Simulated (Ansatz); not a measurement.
# SiHCl (SMILES [SiH]Cl): SVWN5/cc-pVTZ

Aim: the energy change on altering one bond length of SiHCl at SVWN5/cc-pVTZ, from 2 runs. 

The calculation is run with Ansatz 0.2.0.

59 further runs of the same task are left out: 59 set aside as unsound or not needed.

## Step 1: The system as given

SiHCl has 3 atoms, charge 0, and is taken as a singlet. SMILES: `[SiH]Cl`. The shape is that of a PBE0-D4/def2-TZVP optimisation.

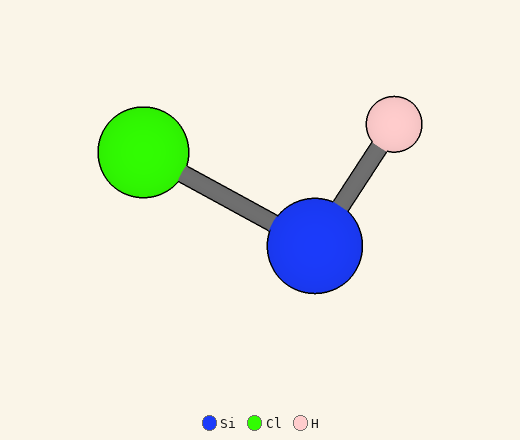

Viewed from a chosen angle; silicon blue, chlorine green, hydrogen pink.

## Step 2: A single-point energy at SVWN5/cc-pVTZ

File molecule.yaml:

```yaml
basis:
  gaussian:
    orbitals: cc-pVTZ
crystal:
  periodic: [false, false, false]
  atoms:
    - {symbol: Si, position_ang: [-0.548300, 0.570970, -0.233910]}
    - {symbol: Cl, position_ang: [1.275420, 0.352820, 0.736230]}
    - {symbol: H, position_ang: [-0.727130, -0.923790, -0.502320]}
hamiltonian:
  xc: {name: SVWN5}
accuracy: high
output: {orbitals: {seedname: orbitals}}
```

On the command line:

```console
$ ansatz run molecule.yaml --threads 1 --pin off --max-ram 3480MiB --events-out events.jsonl --progress --plain --runs-dir runs
```

Output:

```text
Warning: RAYON_NUM_THREADS=1 ignored (pool sized by the plan → 1); use --threads N
Functional definition: SVWN5
  name "SVWN5"
  exchange = slater_x
  correlation = vwn5_c
1263 factors; integrals over basis functions are off by at most 3.9e-9 eV
mean field evaluation 1: about -20344.3546 eV, gradient 1.5e1 eV
mean field evaluation 2: about -20344.3794 eV, gradient 1.6e1 eV
mean field evaluation 4: about -20345.0332 eV, gradient 2.0e0 eV
mean field evaluation 8: about -20345.0423 eV, gradient 3.4e-2 eV
mean field evaluation 16: about -20345.0423 eV, gradient 1.4e-6 eV
mean field -20345.04234251 eV, -747.6665157222 hartree, gradient 1.4e-8 eV, S^2 0.000000; 0 other end points of the search recorded, 0 dependent functions left out
reference -20345.04234477 eV, -747.6665158052 hartree; 16, 16 occupied and 66, 66 virtual orbitals, 1263 factors
Total energy: -20345.04234477 eV, -747.6665158052 hartree
```

Wall time 2.1 s (1 thread of Arm Neoverse V1, shared host); peak memory 0.14 GiB.

## Step 3: The distorted shape

File job.yaml:

```yaml
crystal:
  periodic: [false, false, false]
  atoms:
    - {symbol: Si, position_ang: [-1.095375, 0.636410, -0.524930]}
    - {symbol: Cl, position_ang: [1.275420, 0.352820, 0.736230]}
    - {symbol: H, position_ang: [-1.274205, -0.858350, -0.793340]}
basis:
  gaussian:
    orbitals: cc-pVTZ
total_charge: 0
hamiltonian:
  xc: {name: SVWN5}
accuracy: high
output: {orbitals: {seedname: orbitals}}
```

On the command line:

```console
$ ansatz run job.yaml --threads 1 --pin off --max-ram 3480MiB --events-out events.jsonl --progress --plain --runs-dir runs
```

Output:

```text
Warning: RAYON_NUM_THREADS=1 ignored (pool sized by the plan → 1); use --threads N
[... 4 set-up lines as earlier in the session ...]
1214 factors; integrals over basis functions are off by at most 4.1e-9 eV
mean field evaluation 1: about -20341.9169 eV, gradient 2.2e1 eV
mean field evaluation 2: about -20282.8136 eV, gradient 1.1e2 eV
mean field evaluation 4: about -20343.5400 eV, gradient 5.9e0 eV
mean field evaluation 8: about -20343.6849 eV, gradient 8.7e-1 eV
mean field evaluation 16: about -20343.6880 eV, gradient 4.9e-5 eV
mean field -20343.68797294 eV, -747.6167435585 hartree, gradient 4.3e-8 eV, S^2 0.000000; 0 other end points of the search recorded, 0 dependent functions left out
reference -20343.68797531 eV, -747.6167436458 hartree; 16, 16 occupied and 66, 66 virtual orbitals, 1214 factors
Total energy: -20343.68797531 eV, -747.6167436458 hartree
```

It took 2 s on 1 thread of Arm Neoverse V1, shared host; peak memory 0.14 GiB.

## Step 4: Results

Level: SVWN5/cc-pVTZ.

| quantity | value |
| --- | --- |
| first shape: total energy | -747.66652 Eh |
| first shape: HOMO energy | -5.96 eV |
| first shape: LUMO energy | -4.00 eV |
| first shape: HOMO–LUMO gap | 1.96 eV |
| distorted shape: total energy | -747.61674 Eh |
| distorted shape: HOMO energy | -6.67 eV |
| distorted shape: LUMO energy | -4.98 eV |
| distorted shape: HOMO–LUMO gap | 1.69 eV |
| energy change with the Si1–Cl2 bond stretched from 2.077 to 2.700 Å | 1.354 eV |

With the Si1–Cl2 bond stretched from 2.077 to 2.700 Å the energy rises by 1.35 eV (31 kcal/mol). The first shape isn't relaxed at this level, so the change isn't measured from a minimum.
